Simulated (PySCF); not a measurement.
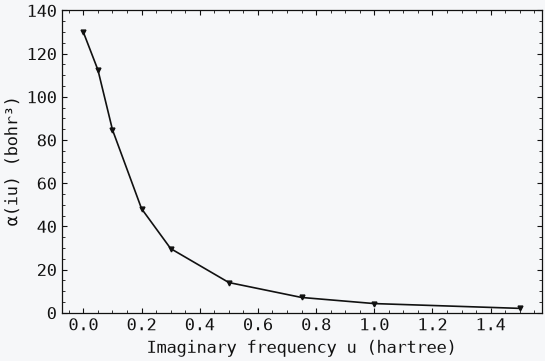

Dipole polarisability at imaginary frequency of Si⁻ ([Ne] 3s² 3p³). Coupled response at the wB97M-V level; PySCF, aug-cc-pVTZ-DK, spin-free X2C-1e, unrestricted single determinants, no spin-orbit coupling. The static dipole polarisability is 130 bohr³; α(iu) falls to half of it near u = 0.15 hartree. The Casimir–Polder integral gives C₆ = 1860 hartree bohr⁶ for two such species.

# Atomic calculation for Si⁻

Si⁻, configuration 1s2 2s2 2p6 3s2 3p3, multiplicity 4. Computed at this level: unrestricted wB97M-V, aug-cc-pVTZ-DK, spin-free X2C-1e, Gaussian nucleus (PySCF).

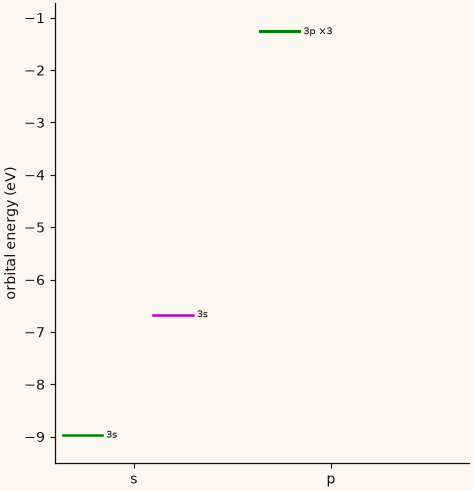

Orbital energies of the mean field, from the top down to −8.97 eV, by angular momentum, α spin at the left of each column and β at the right; ×n counts the orbitals under one label. The highest filled orbital is 3p α at −1.26 eV, the lowest empty one p β at 4.55 eV.

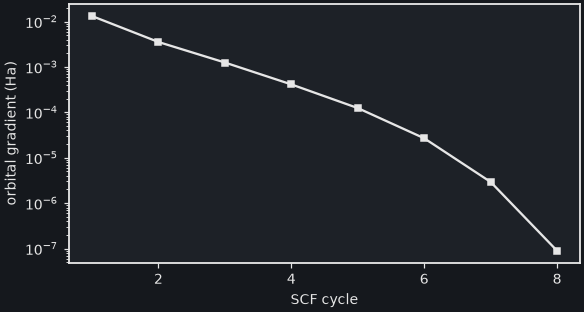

Convergence: orbital gradient against the SCF cycle. The residual falls at every step. It goes from 0.013 to 8.9×10⁻⁸ in 8 steps.

These pictures come from the run below.

The input:
```python
from pyscf import gto, scf, dft, mp, cc
import basis_set_exchange as bse
mol = gto.M(atom="Si 0 0 0", charge=-1, spin=3, symmetry="D2h",
            basis=gto.basis.parse(bse.get_basis("aug-cc-pVTZ-DK", elements=["Si"], fmt="nwchem", header=False)),
            nucmod="G")
mf = dft.UKS(mol, xc="WB97M_V").sfx2c1e()
mf.irrep_nelec = {'Ag': (3, 3), 'B1u': (2, 1), 'B2u': (2, 1), 'B3u': (2, 1)}
mf.kernel()
```

The script is an equivalent of what the driver set up; the driver started from orbitals of its own, so the log can be shorter than this script's would be, and it computed the properties (radii, ⟨L²⟩, response) afterwards. It held the occupations shell by shell, which the script's counts by irreducible representation don't always enforce.

Launched within a batch (the task file carries these settings):
```bash
OMP_NUM_THREADS=1 python <driver script> TASK.json OUT
```

Output (extracts):
```
damping factor = 0
level_shift factor = 0
DIIS = <class 'pyscf.scf.diis.CDIIS'>
diis_start_cycle = 1
diis_space = 10
diis_damp = 0
SCF conv_tol = 1e-09
SCF conv_tol_grad = None
number electrons alpha = 9  beta = 6
XC functionals = WB97M_V
    N. Mardirossian and M. Head-Gordon.,  J. Chem. Phys. 144, 214110 (2016)
NLC functional = WB97M_V
cycle= 1 E= -290.007592720894  delta_E= -0.00394  |g|= 0.0132  |ddm|= 0.177
cycle= 2 E= -290.007759793897  delta_E= -0.000167  |g|= 0.00354  |ddm|= 0.0464
cycle= 3 E= -290.007779130635  delta_E= -1.93e-05  |g|= 0.00125  |ddm|= 0.0166
cycle= 4 E= -290.00778576154  delta_E= -6.63e-06  |g|= 0.000412  |ddm|= 0.0114
cycle= 5 E= -290.00778644634  delta_E= -6.85e-07  |g|= 0.000124  |ddm|= 0.00367
cycle= 6 E= -290.007786481677  delta_E= -3.53e-08  |g|= 2.68e-05  |ddm|= 0.000876
cycle= 7 E= -290.007786482792  delta_E= -1.11e-09  |g|= 2.92e-06  |ddm|= 0.000231
cycle= 8 E= -290.007786482807  delta_E= -1.53e-11  |g|= 8.9e-08  |ddm|= 3.25e-05
converged SCF energy = -290.007786482807  <S^2> = 3.7512703  2S+1 = 4.0006351
```

Summary:

| quantity | value |
| --- | --- |
| outcome | converged |
| total energy | −290.007786 hartree |
| ⟨S²⟩ | 3.751 |
| static polarisability | 130 bohr³ |
| C₆ of the like pair | 1860 hartree bohr⁶ |
| SCF iterations | 8 |
| hardware | 1 thread of Arm Neoverse V1, 23 GiB of memory available, shared host |
| wall time | 6.2 s |
